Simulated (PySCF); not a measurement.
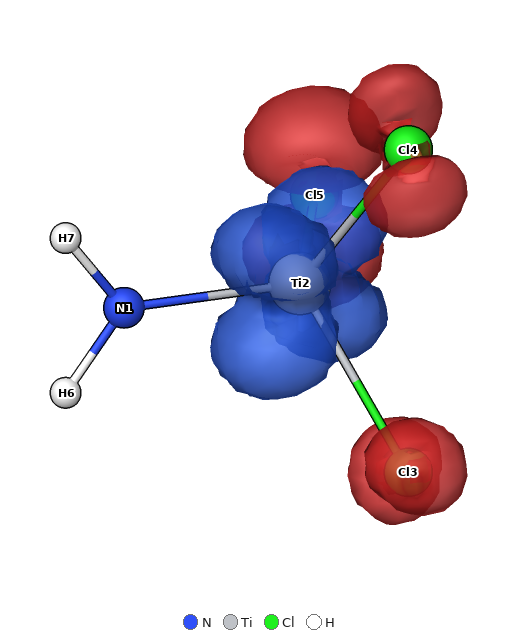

Figure. Cl3H2NTi, SMILES `N[Ti](Cl)(Cl)Cl`. Unrelaxed difference density of T₃ less the ground state (TDA triplet states), ±0.06 e/Å³; blue: gain, red: loss.

Method: B3LYP/def2-SVP; geometry: GFN2-xTB; program: PySCF. This is a single-reference result, which may miss multireference character in this system. No frequency check shows the geometry to be a minimum. GFN2-xTB bond lengths at metals and heavier atoms can be off by up to 0.1 Å and shapes distorted, which carries into these values. Without diffuse functions Rydberg states are missing, so the states' numbers hold for this basis only.

Q: How does the charge move on excitation?

A: 0.82 e is displaced in all, of which about 0.7 e passes between atoms: Cl5 (0.39 e) and Cl3 and Cl4 (0.16 e each) lose electrons and Ti2 (0.67 e) gains them. The state: 4.16 eV (298 nm), spin-forbidden from the singlet ground state, ligand-to-metal charge transfer; the leading pair carries 98 %; hole on Cl5 (48 %), Cl3 and Cl4 (23 % each) and Ti2 (5 %), electron on Ti2 (73 %), Cl5 (8 %) and Cl3 and Cl4 (7 % each); their centroids lie 0.8 Å apart.

Cost of the run: 77 s on 1 thread of Intel(R) Xeon(R) 6975P-C (Granite Rapids) (shared host), peak memory 0.6 GiB.
